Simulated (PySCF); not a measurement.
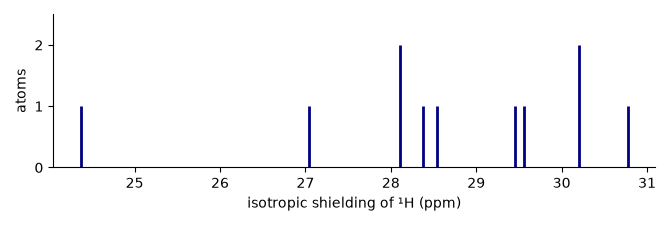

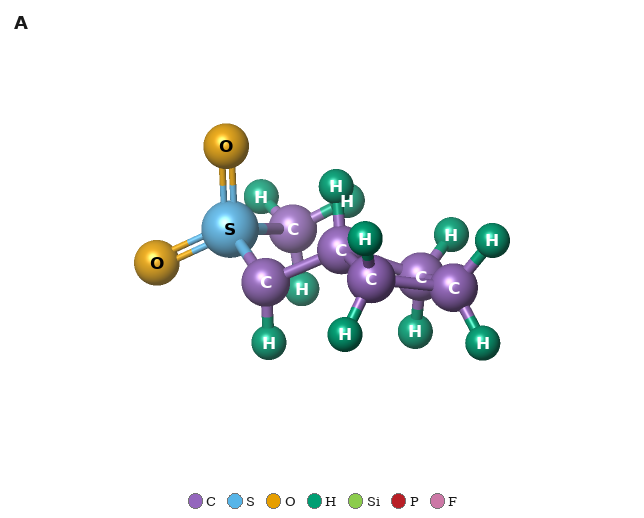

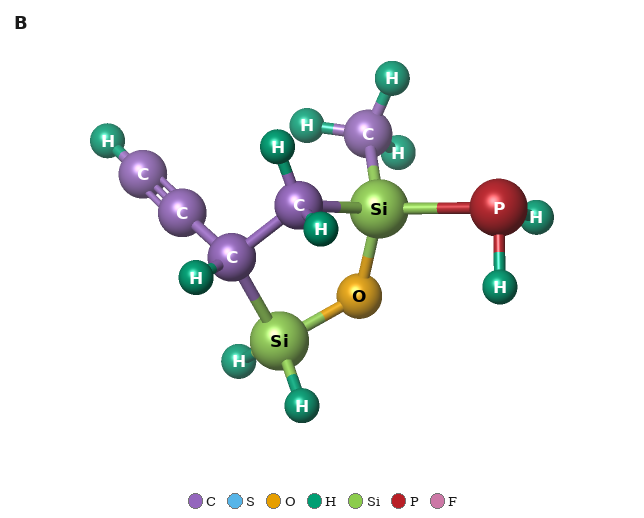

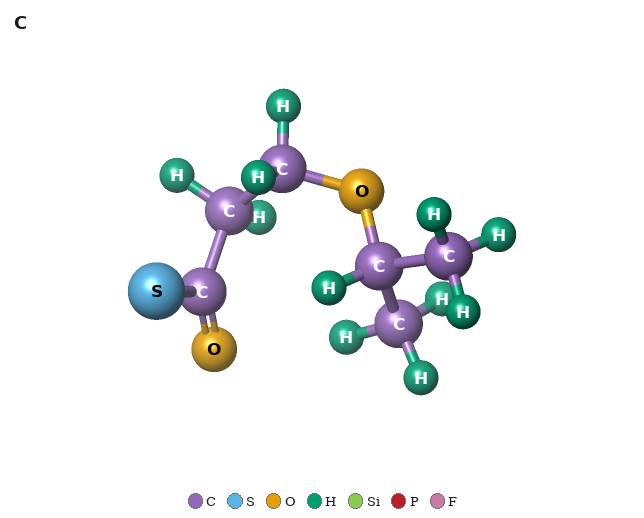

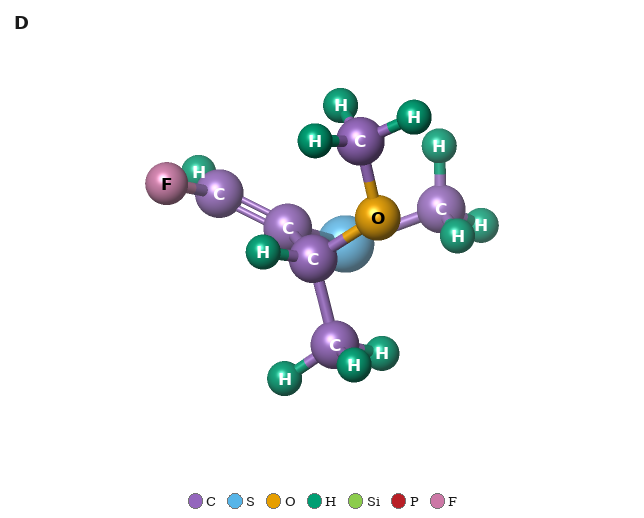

The sticks are computed shieldings of one of the molecules, for one fixed geometry (GFN2-xTB) without averaging over rotations. Low shielding means a high chemical shift. Method: GIAO PBE0/pcSseg-1 NMR shielding, non-relativistic, gas phase (PySCF 2.14.0).

Question: Match the spectrum to a structure.

Answer: D, `CO[C@H](C)/C(=C\F)SC`. Its 11 H atoms give lines at 24.37, 27.04, 28.11 (2 atoms), 28.38, 28.54, 29.46, 29.56, 30.20 (2 atoms), 30.77 ppm.

The geometry is semi-empirical. Around P, Si such bond lengths and angles can be off by a tenth of an ångström or more and by several degrees, and values that hang on the shape move with them.
